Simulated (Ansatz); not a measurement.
Band structure of YRh (Pm-3m, 2 atoms in the cell).

```xyz
2
Lattice="3.4179 0.0000 0.0000 0.0000 3.4179 0.0000 0.0000 0.0000 3.4179" Properties=species:S:1:pos:R:3 pbc="T T T"
Y      1.7089     1.7089     1.7089
Rh     0.0000     0.0000     0.0000
```

Method of the run: LDA (PW92), default PAW files made with PBE (plane waves; Ansatz, a first-principles code).

Settings: basis.ecutwfc = 420 eV; kpoints.mp_grid.grid = 10 10 10; hamiltonian.xc = lda; hamiltonian.pseudopotentials = {kind: paw} (the program's default PAW files); scf.occupations.method = fermi_dirac; scf.occupations.width = 0.1 eV; kpoints.band_path.npoints = 10.

The starting cell comes from a database of computed structures (which also holds hypothetical and non-ambient phases and stackings), without a prior relaxation at this level. Spin polarisation is off.

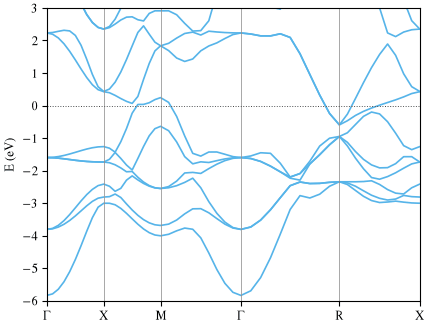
*Bands along the path, energies from the Fermi level.*

Levels in eV from the Fermi level, bands 11 to 17:
```csv
point,11,12,13,14,15,16,17
Γ,-3.81,-1.60,-1.60,-1.60,2.23,2.23,5.91
X,-2.42,-1.74,-1.74,-1.26,0.43,0.43,2.35
M,-2.55,-2.55,-0.64,0.24,1.84,1.84,2.91
R,-2.35,-0.95,-0.95,-0.95,-0.60,-0.60,4.84
```

Bands cross the Fermi level along this path, so the cell is metallic at this level.

Keys are those of Ansatz 0.2.
